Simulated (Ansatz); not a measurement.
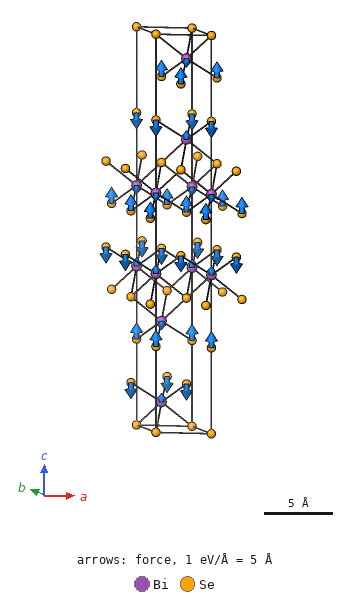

Starting geometry of crystalline Bi$_{2}$Se$_{3}$ (built on the database_166 type) with the computed forces as blue arrows. Style: ball-and-stick. Shown: the conventional cell (3 times the calculation's cell), slightly off an axis. Lengths and directions refer to the drawn axes.

Case: structure listed in a database for this formula (R-3m, No. 166).

Theory: DFT r2SCAN, scalar-relativistic, plane waves, PAW in Ansatz. (plane-wave cutoff 500 eV; k-point mesh 6 × 6 × 6; occupations gaussian; smearing width 0.02 eV; no spin polarisation; cell and atoms relaxed; force threshold 0.01 eV/Å; at most 80 steps)

Q: What follows when this structure is relaxed?

A: It isn't relaxed: the largest force vector, on Se atoms, is 0.26 eV/Å. The final displacements follow the starting forces only in part (cosine between the two patterns 0.64). The largest moves relative to the cell, 0.058 Å, are those of Se atoms. By element the largest moves are Se 0.058 Å, Bi 0.023 Å. The drawn cell changes as follows: a = b 4.191 → 4.163 Å (−0.7 %), c 29.929 → 30.176 Å (+0.8 %); the volume changes by −0.5 %. Near-neighbour distances that change, for instance: Bi–Se 2.886 → 2.860 Å, Bi–Se 3.107 → 3.089 Å. The space group stays R-3m (No. 166). After 4 accepted moves (6 points after the start) the energy has fallen by 3.1 meV per atom. Largest force component: 0.26 eV/Å at the start, 0.0016 eV/Å at the end. The pressure goes from −1.19 to 0.00 GPa. The line search rejected the trial step at point 1 of the run. At 1 point the geometry stayed and the basis and grid were re-selected for the new cell (energy shift of less than 0.05 meV per atom at most each time).
